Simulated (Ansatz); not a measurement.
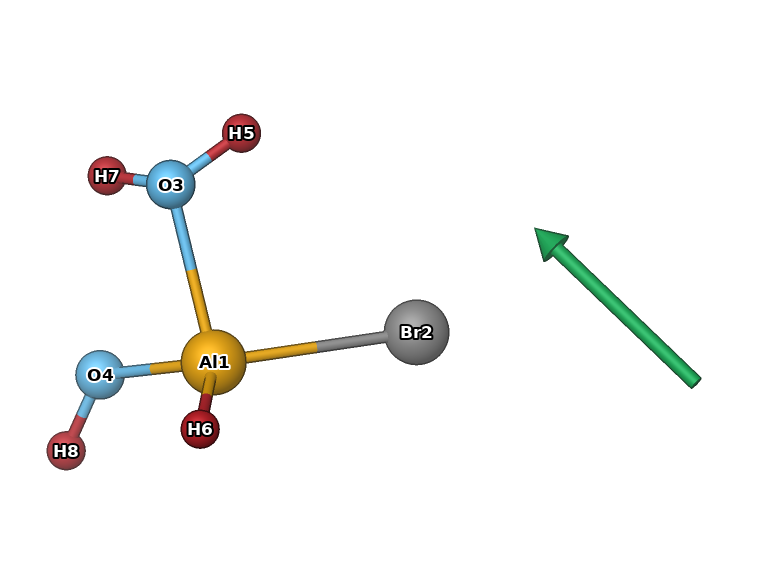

The arrow beside the molecule shows the direction of the dipole moment, from the negative to the positive end (its length means nothing). The computed structure is the end point of a PBE0-D4/def2-TZVP optimisation. Method: RKS PBE0-D4/def2-TZVP (Ansatz 0.2.0).

> Estimate the dipole moment.

3.46 D; it points from the side of Br2 to the side of H7 (the outermost atoms at the two ends).
